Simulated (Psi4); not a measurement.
# CH3BFN (SMILES C#[N+][BH2-]F) at BHLYP/def2-SVPD

Aim: the vertical ionisation energy of CH3BFN at BHLYP/def2-SVPD, from 2 runs. 

The results are computed with Psi4 1.11.

1 further run of the same task is left out (set aside as unsound or not needed).

## Step 1: The structure to begin with

CH3BFN: 7 atoms, total charge 0, spin state singlet. As SMILES, `C#[N+][BH2-]F`. The shape is that of a GFN2-xTB optimisation.

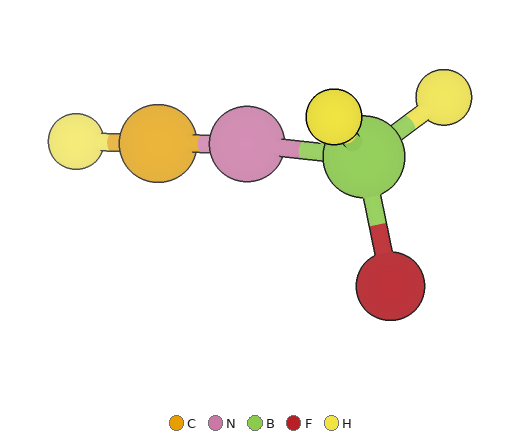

Viewed from a chosen angle; carbon amber, nitrogen pink, boron green, fluorine red, hydrogen yellow.

## Step 2: A single-point energy at BHLYP/def2-SVPD

The input, calc.in:

```
memory 1600 mb

molecule {
  0 1
  C     -2.44141277     1.50614952    -1.28310514
  N     -0.69209330     0.60261476    -0.39166464
  B      1.48978449    -0.79629279     0.76435642
  F      0.74090492    -3.31388042     0.82802130
  H     -4.04116042     2.36569144    -2.10628874
  H      1.72452627     0.08382825     2.82617991
  H      3.21946971    -0.44811076    -0.63748021
  units bohr
  symmetry c1
  no_reorient
  no_com
}

set globals {
  puream               true
  e_convergence        1e-09
  d_convergence        1e-08
  scf_type             pk
  dft_radial_points    99
  dft_spherical_points 590
}

energy_value, wavefunction = energy('bhhlyp/def2-SVPD', return_wfn=True)
oeprop(wavefunction, 'QUADRUPOLE', 'MAYER_INDICES', 'LOWDIN_CHARGES')
```

Started as:

```bash
$ psi4 calc.in calc.out -n 1
```

calc.out:

```text
[...]
  Running in c1 symmetry.
[...]
  Nuclear repulsion =   99.541678634548859
[...]
  Multiplicity = 1
[...]
  Nalpha       = 15
  Nbeta        = 15
[...]
    Number of basis functions: 107
[...]
   @RKS iter   1:  -218.94588495558847   -6.39928e-01   5.11918e-03 DIIS/ADIIS
[...]
   @RKS iter  12:  -219.08880920941655   -5.88329e-12   2.57045e-09 DIIS
[...]
    Orbital Energies [Eh]
    ---------------------
    Doubly Occupied:
       1A    -25.235734     2A    -14.930712     3A    -10.744538
       4A     -7.083365     5A     -1.264752     6A     -1.140151
       7A     -0.782384     8A     -0.716987     9A     -0.549264
      10A     -0.540378    11A     -0.538274    12A     -0.476635
      13A     -0.462331    14A     -0.403862    15A     -0.332877
[...]
  @RKS Final Energy:  -219.08880920941655
   => Energetics <=
    Nuclear Repulsion Energy =             99.5416786345488589
    One-Electron Energy =                -496.4533696228545523
    Two-Electron Energy =                 192.2765706770531722
    DFT Exchange-Correlation Energy =     -14.4536888981640388
    Empirical Dispersion Energy =           0.0000000000000000
    VV10 Nonlocal Energy =                  0.0000000000000000
    Total Energy =                       -219.0888092094165529
[...]
 Multipole Moments:
 ------------------------------------------------------------------------------------
     Multipole            Electronic (a.u.)      Nuclear  (a.u.)        Total (a.u.)
 ------------------------------------------------------------------------------------
 L = 1.  Multiply by 2.5417464519 to convert [e a0] to [Debye]
 Dipole X            :          2.5866900           -4.4732274           -1.8865374
 Dipole Y            :         20.2877261          -18.5497784            1.7379477
 Dipole Z            :         -1.9965705            0.9161014           -1.0804690
 Magnitude           :                                                    2.7833252
 L = 2.  Multiply by 1.3450342976 to convert [e a0^2] to [Debye ang]
 Quadrupole XX       :        -98.4649202           84.8236335          -13.6412867
 Quadrupole XY       :         61.3392403          -63.8694651           -2.5302248
[...]
```

It took 24 s on 1 thread of Intel Xeon Platinum 8275CL at 3.00GHz (Skylake/Cascade Lake), shared host; peak memory 0.62 GiB.

## Step 3: The doublet cation, same level

The input, calc.inp:

```
memory 1600 mb

molecule {
  1 2
  C     -1.291940     0.797020    -0.678990
  N     -0.366240     0.318890    -0.207260
  B      0.788360    -0.421380     0.404480
  F      0.392070    -1.753630     0.438170
  H     -2.138490     1.251870    -1.114600
  H      0.912580     0.044360     1.495550
  H      1.703670    -0.237130    -0.337340
  symmetry c1
}

set {
  basis def2-SVPD
  reference uks
  puream true
  e_convergence 1e-09
  d_convergence 1e-08
  scf_type pk
  dft_radial_points 99
  dft_spherical_points 590
  maxiter 200
}

energy_value = energy("bhhlyp")
```

Started as:

```bash
$ psi4 -n 1 calc.inp calc.out
```

calc.out:

```text
[...]
  Running in c1 symmetry.
[...]
  Nuclear repulsion =   99.541678583170210
[...]
  Multiplicity = 2
[...]
  Nalpha       = 15
  Nbeta        = 14
[...]
    Number of basis functions: 107
[...]
   @UKS iter   1:  -218.62567414119474   -3.19717e-01   3.94031e-03 ADIIS/DIIS
[...]
   @UKS iter  17:  -218.70700951970917   -2.04636e-12   3.18543e-09 DIIS
[...]
   @S^2 Observed:                7.640188732E-01
[...]
    Orbital Energies [Eh]
    ---------------------
    Alpha Occupied:
       1A    -25.556053     2A    -15.145214     3A    -10.981927
       4A     -7.402788     5A     -1.571925     6A     -1.365033
       7A     -1.024116     8A     -0.941811     9A     -0.841489
      10A     -0.826504    11A     -0.810129    12A     -0.747318
      13A     -0.720646    14A     -0.715540    15A     -0.668189
    Alpha Virtual:
      16A     -0.233976    17A     -0.229451    18A     -0.130396
      19A     -0.113638    20A     -0.086277    21A     -0.071367
      22A     -0.052049    23A     -0.040079    24A     -0.019085
      25A     -0.000064    26A      0.001332    27A      0.021346
[...]
  @UKS Final Energy:  -218.70700951970917
   => Energetics <=
    Nuclear Repulsion Energy =             99.5416785831702100
    One-Electron Energy =                -488.5204487592634450
    Two-Electron Energy =                 184.5308376220582716
    DFT Exchange-Correlation Energy =     -14.2590769656741969
    Empirical Dispersion Energy =           0.0000000000000000
    VV10 Nonlocal Energy =                  0.0000000000000000
    Total Energy =                       -218.7070095197091746
[...]
 Multipole Moments:
 ------------------------------------------------------------------------------------
     Multipole            Electronic (a.u.)      Nuclear  (a.u.)        Total (a.u.)
 ------------------------------------------------------------------------------------
 L = 1.  Multiply by 2.5417464519 to convert [e a0] to [Debye]
 Dipole X            :         -0.1745134           -0.6105632           -0.7850766
 Dipole Y            :         -1.4420365            3.4014133            1.9593768
 Dipole Z            :          0.1466630           -0.7849791           -0.6383161
 Magnitude           :                                                    2.2052097
[...]
```

Wall time 48 s (1 thread of Intel Xeon Platinum 8275CL at 3.00GHz (Skylake/Cascade Lake), shared host); peak memory 0.62 GiB.

## Step 4: Summary of results

Level: BHLYP/def2-SVPD.

| quantity | value |
| --- | --- |
| singlet CH3BFN: total energy | -219.08881 Eh |
| singlet CH3BFN: dipole moment | 7.07 D |
| singlet CH3BFN: HOMO energy | -9.06 eV |
| singlet CH3BFN: LUMO energy | -0.65 eV |
| singlet CH3BFN: HOMO–LUMO gap | 8.40 eV |
| doublet cation: total energy | -218.70701 Eh |
| doublet cation: HOMO energy (highest over α and β) | -18.18 eV |
| doublet cation: LUMO energy (lowest over α and β) | -11.76 eV |
| doublet cation: ⟨S²⟩ | 0.764 |
| vertical ionisation energy (to the doublet cation) | 10.389 eV |

Removing an electron at fixed nuclei costs 10.39 eV (240 kcal/mol). The negative HOMO energy of the first species, 9.06 eV, lies 1.33 eV below that difference.
